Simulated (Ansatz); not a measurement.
# TiAl3: Al → Lu

The reference is TiAl₃ (space group I4/mmm, No. 139; a = 3.824 Å, c = 8.561 Å).

The change: every Al is replaced by Lu; the structure is relaxed again.

Computed with r2SCAN (Ansatz, a first-principles code, PAW, without spin-orbit coupling). Γ-centred 14×14×14 mesh, Fermi–Dirac width 0.05 eV, for the changed cell.

```json
[
 {"quantity": "volume per atom", "base": "15.65 Å³", "changed": "25.45 Å³", "shift": "+9.805 Å³"},
 {"quantity": "density", "base": "3.42 g/cm³", "changed": "9.34 g/cm³", "shift": "+5.92 g/cm³"},
 {"quantity": "lattice parameter a", "base": "3.824 Å", "changed": "4.682 Å", "shift": "+0.858 Å"},
 {"quantity": "c/a ratio", "base": "2.239", "changed": "1.984", "shift": "-0.2542"},
 {"quantity": "space group", "base": "I4/mmm (No. 139)", "changed": "I4/mmm (No. 139)", "shift": "–"},
 {"quantity": "shortest interatomic distance", "base": "2.704 Å", "changed": "3.298 Å", "shift": "+0.5935 Å"},
 {"quantity": "band gap", "base": "zero", "changed": "zero", "shift": "–"}
]
```

Final structure:

```xyz
4
Lattice="-2.3409 2.3409 4.6452 2.3409 -2.3409 4.6452 2.3409 2.3409 -4.6452" Properties=species:S:1:pos:R:3 pbc="T T T"
Lu     0.0000     0.0000     4.6452
Lu     0.0000     2.3409     2.3226
Lu     2.3409     0.0000     2.3226
Ti     0.0000     0.0000     0.0000
```

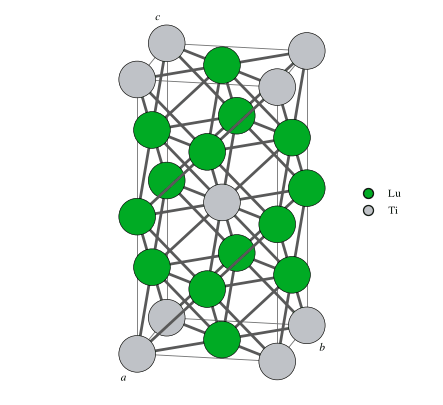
Figure: The relaxed conventional cell after the change

Stability against distortions was not tested. As relaxed here, Lu3Ti is a hypothetical phase, not in the database extracts checked. All final runs are without spin polarisation. An odd electron count without spin: Lu3Ti and TiAl3. Lu3Ti has a high density of states at the Fermi level and may be magnetic at this level.
